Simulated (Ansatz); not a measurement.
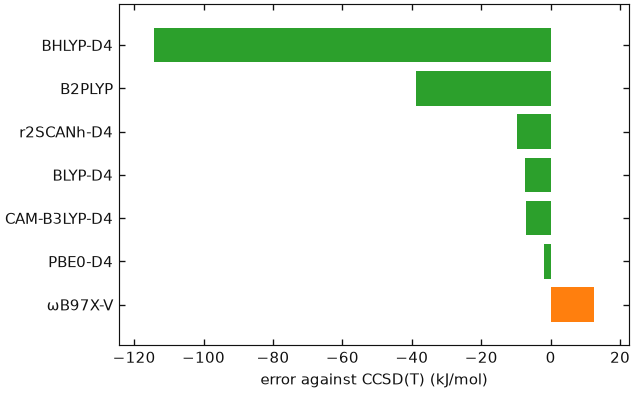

Error in the electronic atomisation energy (method less reference, so positive means overbinding) of CH₃ClOSi, SMILES Cl[C@H]1O[SiH2]1: functionals in def2-TZVPP against frozen-core CCSD(T) at the limit (MP2 extrapolated from triple and quadruple zeta, plus CCSD(T) less MP2 in a smaller set), which gives 2373.1 kJ/mol, at a PBE0-D4/def2-TZVP geometry (a minimum by its frequencies), no zero-point or spin-orbit term, the Ansatz code 0.2.0. The reference leaves out core correlation, a term that grows with the number of heavy atoms. B2PLYP holds a correlation term that converges slowly with the basis, so part of the distance to the limit is basis error. No dispersion term is added to B2PLYP.

**Which of these levels overbind, and which underbind?**

Overbind: none clearly. Underbind: BHLYP-D4 and B2PLYP. Within 20 kJ/mol of zero, too close to call in view of what the reference leaves out: r2SCANh-D4, BLYP-D4, CAM-B3LYP-D4, PBE0-D4 and ωB97X-V.

**Give the values.**

| level | kJ/mol |
| --- | --- |
| BHLYP-D4 | −114.2 |
| B2PLYP | −38.8 |
| r2SCANh-D4 | −9.7 |
| BLYP-D4 | −7.5 |
| CAM-B3LYP-D4 | −7.1 |
| PBE0-D4 | −2.1 |
| ωB97X-V | 12.5 |
